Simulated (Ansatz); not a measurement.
# BH3 (borane): levels of theory compared

We compute a comparison of 6 runs (UHF/3-21G, B2PLYP/3-21G, CAM-B3LYP/3-21G, PBE0/3-21G, CCSDT/3-21G, BCCD(T)/6-31G*) of BH3 (borane). 

The calculation is run with Ansatz 0.2.0.

54 further runs of the same task are left out: 54 set aside as unsound or not needed.

### Step 1. The structure to begin with

BH3: 4 atoms, total charge 0, spin state singlet. As SMILES, `B`. The H2–B1 distance was set to 2.984 Å, away from the relaxed value. At this shape a bond of the SMILES string is far longer than usual.

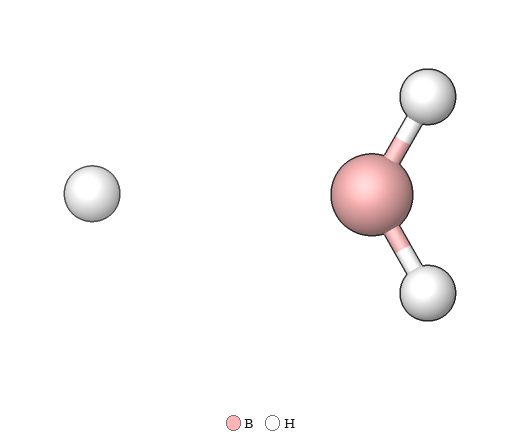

Viewed from a chosen angle; boron pink, hydrogen white.

### Step 2. The energy at UHF/3-21G (run 1)

Contents of input.yaml:

```yaml
crystal:
  periodic: [false, false, false]
  atoms:
    - {symbol: B, position_ang: [-1.438531, -0.610292, -0.865939]}
    - {symbol: H, position_ang: [0.982200, 0.381700, 0.568800]}
    - {symbol: H, position_ang: [-1.728631, -1.766992, -0.817839]}
    - {symbol: H, position_ang: [-2.116831, 0.149708, -1.487739]}
basis:
  gaussian:
    orbitals: 3-21G.json
magnetization:
  spin_polarized: true
  initial_magnetization: 0
hamiltonian:
  xc: hf
accuracy: high
```

The basis set 3-21G is read from a file made from the Basis Set Exchange's data (not shown).

Launch:

```sh
$ ansatz run input.yaml --threads 1 --pin off --max-ram 2610MiB --events-out events.jsonl --progress --plain --runs-dir runs
```

What it wrote:

```text
Warning: RAYON_NUM_THREADS=1 ignored (pool sized by the plan → 1); use --threads N
Functional definition: HF
  name "HF"
  exchange = exact_x
  correlation = 0
284 factors; integrals over basis functions are off by at most 3.0e-9 eV
mean field evaluation 1: about -705.6326 eV, gradient 1.1e1 eV
mean field evaluation 2: about -705.6238 eV, gradient 1.1e1 eV
mean field evaluation 4: about -707.5967 eV, gradient 1.2e0 eV
mean field evaluation 8: about -707.6162 eV, gradient 4.8e-4 eV
mean field evaluation 16: about -710.2110 eV, gradient 5.0e-1 eV
mean field evaluation 32: about -708.5485 eV, gradient 2.3e-1 eV
mean field -710.21171840 eV, -26.0997992526 hartree, gradient 1.5e-8 eV, S^2 0.952403; 1 other end points of the search recorded, 0 dependent functions left out
reference -710.21171840 eV, -26.0997992526 hartree; 4, 4 occupied and 11, 11 virtual orbitals, 284 factors
Total energy: -710.21171840 eV, -26.0997992526 hartree
```

It took 0.12 s on 1 thread of Arm Neoverse V1, shared host.

### Step 3. A single-point energy at B2PLYP/3-21G (run 2)

Contents of molecule.yaml:

```yaml
crystal:
  periodic: [false, false, false]
  atoms:
    - symbol: B
      position_ang: [-1.438531, -0.610292, -0.865939]
    - symbol: H
      position_ang: [0.982200, 0.381700, 0.568800]
    - symbol: H
      position_ang: [-1.728631, -1.766992, -0.817839]
    - symbol: H
      position_ang: [-2.116831, 0.149708, -1.487739]
basis:
  gaussian: {orbitals: 3-21G.json}
hamiltonian: {xc: {name: B2PLYP}}
correlation: {frozen_orbitals: {B: 1, H: 0}}
accuracy: high
```

The basis set 3-21G is read from a file made from the Basis Set Exchange's data (not shown).

Launch:

```sh
$ ansatz run molecule.yaml --threads 1 --pin off --max-ram 2610MiB --events-out events.jsonl --progress --plain --runs-dir runs
```

What it wrote, shortened:

```text
Warning: RAYON_NUM_THREADS=1 ignored (pool sized by the plan → 1); use --threads N
Functional definition: B2PLYP
  name "B2PLYP"
[...]
284 factors; integrals over basis functions are off by at most 3.0e-9 eV
[...]
mean field -712.06679559 eV, -26.1679720815 hartree, gradient 5.0e-8 eV, S^2 0.000000; 0 other end points of the search recorded, 0 dependent functions left out; unrestricted orbitals would lower it
1 core orbitals not correlated: weight in the atoms' cores, before any rotation towards them, 1.000 or more for the frozen orbitals, at most 0.000 for the correlated occupied ones
reference -712.06681327 eV, -26.1679727315 hartree; 3, 3 occupied and 11, 11 virtual orbitals, 284 factors
second order -3.74546993 eV of doubles, -0.00000000 eV of singles
Total energy: -713.07809015 eV, -26.2051364715 hartree
```

It took 0.67 s on 1 thread of Arm Neoverse V1, shared host.

Runs 3 to 5 aren't shown in full; the table further down has their settings and results.

### Step 4. A single-point energy at BCCD(T)/6-31G(d) (spherical functions) (run 6)

Contents of run.yaml:

```yaml
crystal:
  periodic: [false, false, false]
  atoms:
    - {symbol: B, position_ang: [-1.438531, -0.610292, -0.865939]}
    - {symbol: H, position_ang: [0.982200, 0.381700, 0.568800]}
    - {symbol: H, position_ang: [-1.728631, -1.766992, -0.817839]}
    - {symbol: H, position_ang: [-2.116831, 0.149708, -1.487739]}
basis:
  gaussian: {orbitals: 6-31G_st_-spherical.json}
correlation: {method: bccd_t, frozen_orbitals: {B: 1, H: 0}}
accuracy: high
scf: {omitted_lower_state_checks: [cluster_reference, increment]}
```

The basis set 6-31G* is read from a file made from the Basis Set Exchange's data (not shown).

Launch:

```sh
$ ansatz run run.yaml --threads 1 --pin off --max-ram 2610MiB --events-out events.jsonl --progress --plain --runs-dir runs
```

What it wrote, shortened:

```text
Warning: RAYON_NUM_THREADS=1 ignored (pool sized by the plan → 1); use --threads N
[... 2 set-up lines as earlier in the session ...]
[...]
409 factors; integrals over basis functions are off by at most 1.3e-8 eV
[...]
mean field -711.75051500 eV, -26.1563489845 hartree, gradient 1.2e-8 eV, S^2 0.000000; 1 other end points of the search recorded, 0 dependent functions left out; unrestricted orbitals would lower it
1 core orbitals not correlated: weight in the atoms' cores, before any rotation towards them, 1.000 or more for the frozen orbitals, at most 0.000 for the correlated occupied ones
reference -711.75051500 eV, -26.1563489845 hartree; 3, 3 occupied and 16, 16 virtual orbitals, 409 factors
second order -2.80010626 eV of doubles, -0.00000000 eV of singles
cycle   1  -3.13737366 eV  change   -8.7e-1 eV  update   1.4e-1
[...]
cycle  29  -4.42026051 eV  change  -1.0e-11 eV  update  1.2e-10
perturbative correction -0.24148031 eV, -0.0088742376 hartree
WARN: these amplitudes may be one of several solutions (largest doubles amplitude 0.58, level shift 3.89 eV)
Total energy: -716.41225582 eV, -26.3276647999 hartree
Checks for a lower state left out: cluster_reference, increment
```

It took 0.24 s on 1 thread of Arm Neoverse V1, shared host.

### Step 5. Overview of the runs

```
run                                 level  frozen core orbitals  energy (Eh)  wall time
  1                             UHF/3-21G                     –   -26.099799     0.12 s
  2                          B2PLYP/3-21G                     1   -26.205136     0.67 s
  3                       CAM-B3LYP/3-21G                     –   -26.219751     0.65 s
  4                            PBE0/3-21G                     –   -26.205339     0.47 s
  5                           CCSDT/3-21G                     1   -26.160431     0.23 s
  6  BCCD(T)/6-31G* (spherical functions)                     1   -26.327665     0.24 s
```

### Step 6. Summary of results

| quantity | value |
| --- | --- |
| run 6: total energy | -26.32766 Eh |
| run 6: correlation energy (1 core orbital frozen) | -171.3 mEh |
| run 6: (T) correction | -8.87 mEh |

What this shows: Totals of different functionals can't be ranked against each other. In runs 2, 5, 6 the log says that unrestricted orbitals would lower the reference, so the values rest on an unstable closed-shell determinant (other closed-shell runs at this shape may share the fault). Spin contamination of the reference: run 1 ⟨S²⟩ = 0.95. Where it is this large, the reference is a mixture of spin states, and values that rest on it are in doubt. All runs together took 2.4 s, the longest 0.67 s.
